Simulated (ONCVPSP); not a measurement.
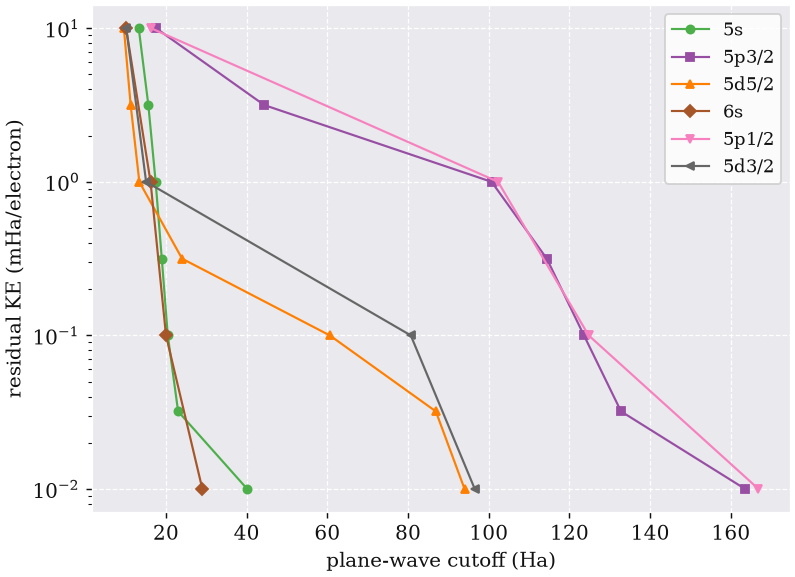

Residual kinetic energy of the pseudo-waves (the first of each channel, and further valence shells) beyond the plane-wave cutoff, as the generator prints it.

| Item | Value |
| --- | --- |
| Element | W |
| Generator | ONCVPSP 4.0.1 |
| Type | optimised norm-conserving Vanderbilt (ONCV) |
| Functional | PBE |
| Relativity | fully relativistic |
| Frozen core | [Kr] 4d10 4f14 |
| Valence charge | 14 |
| Reference configuration | 5s2 5p6 5d5 6s1 |
| Partial waves | 5s+6s: rc 1.70 bohr, ncon 4, nbas 8, qcut 6.7 1/bohr, 2 projectors; 5p: rc 1.30 bohr, ncon 4, nbas 8, qcut 5.8 1/bohr, 2 projectors, debl 3.9 Ha; 5d: rc 1.80 bohr, ncon 4, nbas 9, qcut 4.9 1/bohr, 3 projectors, debl 3.4 Ha |
| Local potential | polynomial inside 1.10 bohr (lpopt 5, dvloc0 0 Ha) |
| Core correction | Teter function, fcfact 4.5, rcfact 1.35 |

Read the cutoffs for an error of 1 mHa per electron.

5p1/2: 102 Ha; 5p3/2: 101 Ha; 5s: 17 Ha; 6s: 16 Ha; 5d3/2: 15 Ha; 5d5/2: 13 Ha.

Which cutoffs does the potential need for its occupied states?

102 Ha for 1 mHa and 125 Ha for 0.1 mHa per electron. The first is set by 5p1/2.
